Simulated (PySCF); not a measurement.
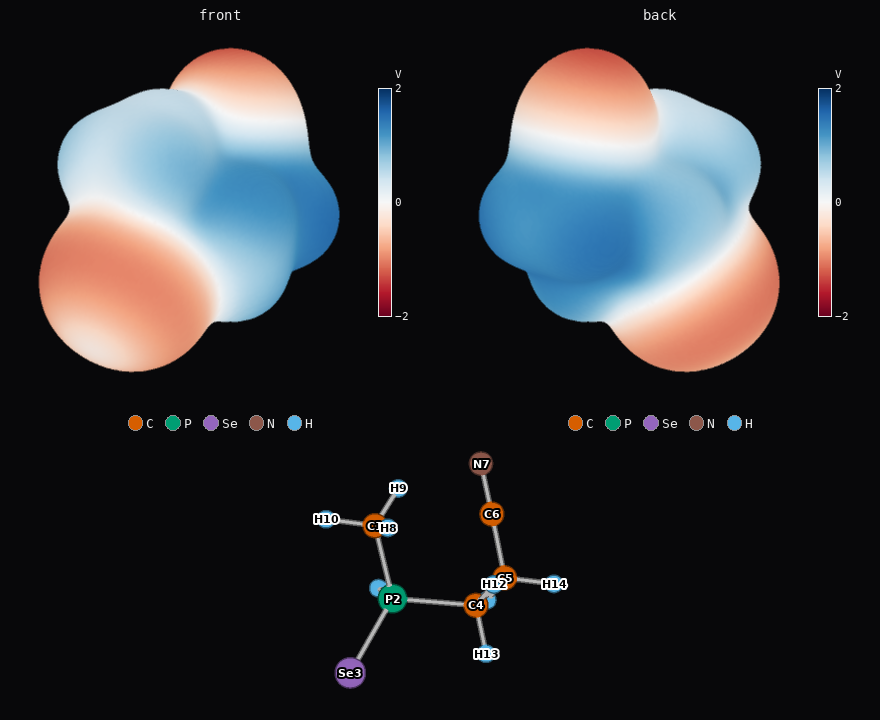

*C4H8NPSe. The molecular electrostatic potential painted on the density surface at 0.001 e/bohr³, seen from the front and from behind; the colour scale runs from red (negative) to blue (positive). The bare structure is drawn below in the same view.*

Geometry: GFN2-xTB.

Level of theory: B3LYP/def2-SVPD, SCF density, gas phase (PySCF 2.14.0).

```xyz
15

C    -1.5117    1.2056    0.1291
P    -1.0784   -0.2833   -0.8342
Se   -2.6644   -1.5592   -1.2572
C     0.3226   -1.1182    0.0407
C     1.7075   -0.6045   -0.3629
C     1.8455    0.8003   -0.0782
N     1.9273    1.9157    0.1571
H    -1.9586    0.8805    1.0695
H    -0.6457    1.8361    0.3186
H    -2.2622    1.7578   -0.4364
H    -0.4336    0.2648   -1.9502
H     0.1539   -0.9970    1.1157
H     0.2392   -2.1844   -0.1894
H     2.4836   -1.1482    0.1848
H     1.8706   -0.7580   -1.4347
```

Describe the electrostatic potential map.

The most negative region (about −1.2 V) lies over N7, the most positive (about +1.5 V) over H14 and H15. N7 is the likeliest acceptor of a hydrogen bond.

How polar is the molecule by this calculation?

Its dipole moment is 3.20 D.
